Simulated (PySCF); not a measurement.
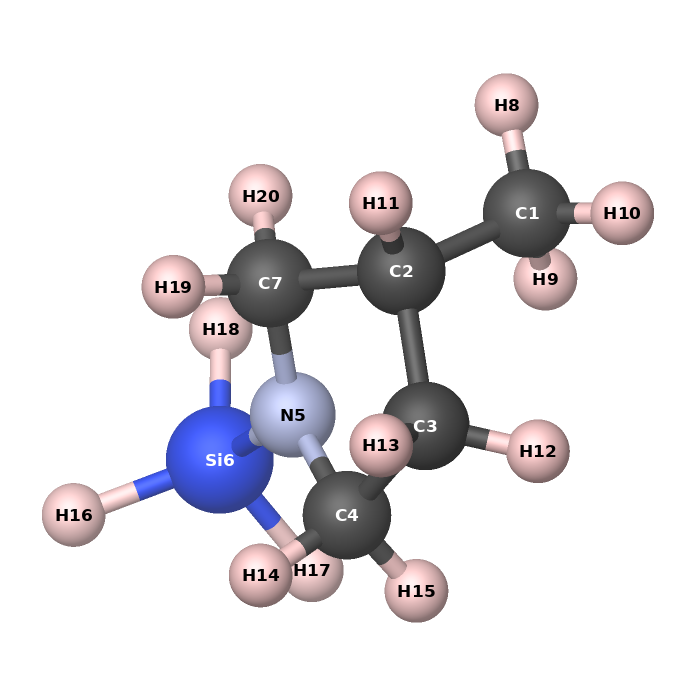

The computed structure is the end point of a GFN2-xTB optimisation. No frequency run is at hand to confirm it as a minimum. Electric field gradients from the ground-state density, PBE0/pcSseg-1 (PySCF 2.14.0), non-relativistic apart from any core potentials.

Give the largest field-gradient component, the quadrupole coupling constant and the asymmetry for 14N at N5 (Q = 20.44 mb), 2H at H8 (Q = 2.86 mb), 2H at H9 (Q = 2.86 mb).

```
atom  V_zz (a.u.)  e²qQ/h (MHz)     η
  N5       −1.118         −5.37  0.35
  H8        0.316         0.212  0.02
  H9        0.314         0.211  0.01
```

The geometry is semi-empirical. Around Si such bond lengths and angles can be off by a tenth of an ångström or more and by several degrees, and values that hang on the shape move with them.
